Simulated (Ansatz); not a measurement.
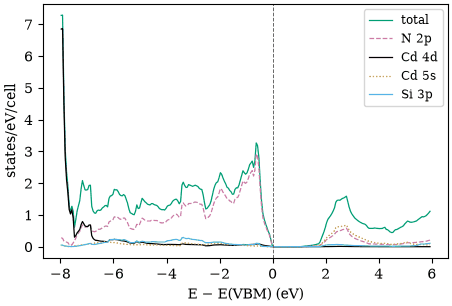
Fig. 1. Total and projected density of states of CdSiN₂ in space group R-3m (No. 166; Cd on 3a, Si on 3b, N on 6c), PBE in the plane-wave PAW code Ansatz

Task: Which orbitals carry the states next to the gap?

Result: Top 1 eV of the valence band: N 2p 89 %. Bottom 1 eV of the conduction band: Cd 5s 34 %, N 2p 30 %, N 2s 20 %, Si 3p 6 %, outside the projected shells 6 %. Projections are on Löwdin-orthogonalised atomic valence shells; empty p or d shells of many metals are not among them.

The start of the workflow was typed in or built on a structure type; neither database checked (COD, Materials Project) lists it. Its standing as an ambient phase is unchecked. The cell was relaxed with PBE under the symmetry of its start; whether a distortion lowers the energy is not shown. Spin–orbit coupling is left out wherever it is not named.

Potentials: the earlier of the program's two PAW sets.
